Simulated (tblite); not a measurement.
## Frequency calculation, with input and output: C4H2F5O (charge −1)

- system: C4H2F5O, charge −1
- method: GFN2-xTB harmonic vibrations, gas phase (tblite 0.8.0)

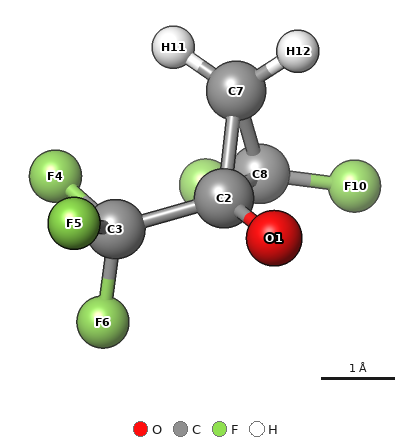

Fig. 1: The structure (ball-and-stick view, seen at a tilt; atoms are numbered from 1 in the order of the input). Bond lengths as drawn: C–C 1.50 to 1.57 Å, C–F 1.35 to 1.37 Å, C–H 1.08 Å and C–O 1.27 Å.

Key numbers

- outcome: converged
- total energy: −1021.0927 eV
- zero-point energy: 36.1930 kcal/mol
- hardware: 1 CPU thread, shared host
- wall time: 1 s
- peak memory: 0.18 GiB

The input
```
{"job": {"kind": "ir", "xc": "GFN2-xTB", "basis": "xTB"}, "charge": -1, "multiplicity": 1}
O      0.286055     0.636691    -1.847879
C      0.114877     0.240694    -0.653216
C      1.419358    -0.075644     0.126975
F      1.300631    -0.273909     1.466908
F      2.313384     0.927742     0.019095
F      2.050391    -1.175665    -0.331007
C     -0.998904     0.757677     0.321643
C     -1.024778    -0.658745    -0.167346
F     -0.879980    -1.667475     0.755210
F     -2.053639    -1.041910    -0.977632
H     -0.782867     0.918259     1.367199
H     -1.743328     1.411600    -0.105978
```

The first line tells a small driver script what to run in tblite; the rest is the geometry in Å.

Launched with:
```bash
OMP_NUM_THREADS=1 python <driver script> task.json out
```

The program's output
```
mode    cm-1     km/mol
  1      34.4      1.14
  2     115.1      0.73
  3     140.5      0.12
  4     210.5     11.79
  5     242.6     10.41
  6     269.9      5.81
  7     317.7      1.26
  8     386.4     14.01
  9     410.6      0.92
 10     434.3     19.85
 11     469.9     13.51
 12     510.2      2.82
 13     547.0     38.10
 14     602.1     36.14
 15     658.3     70.41
 16     684.8      6.94
 17     833.6     15.77
 18     891.7     28.78
 19     936.3    133.71
 20     979.4     37.23
 21    1000.1     86.43
 22    1018.8    234.00
 23    1043.0    267.14
 24    1120.9    185.35
 25    1133.8     79.67
 26    1296.0    154.65
 27    1395.6     80.75
 28    1470.0    476.81
 29    3066.1     23.04
 30    3098.0     26.70
```

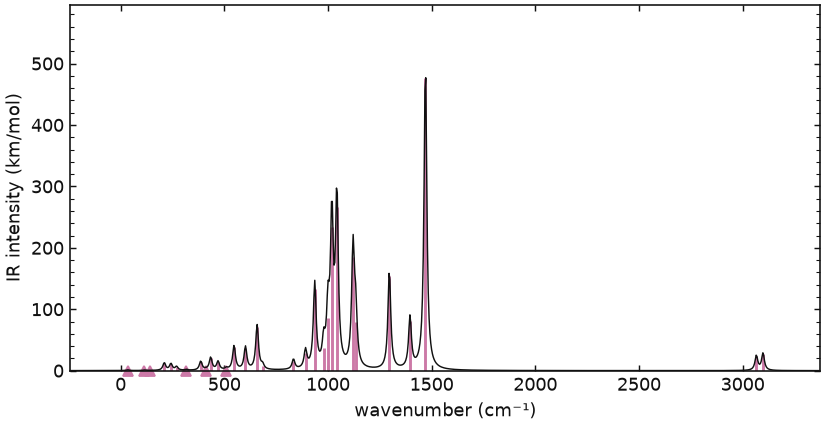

Fig. 2: Harmonic infrared spectrum, unscaled: sticks (degenerate modes added up, dark ones marked on the axis) with a Lorentzian envelope of 16 cm⁻¹ full width, scaled to the tallest stick. 30 modes from 34 to 3098 cm⁻¹, none imaginary. The strongest line is at 1470 cm⁻¹ (477 km/mol).
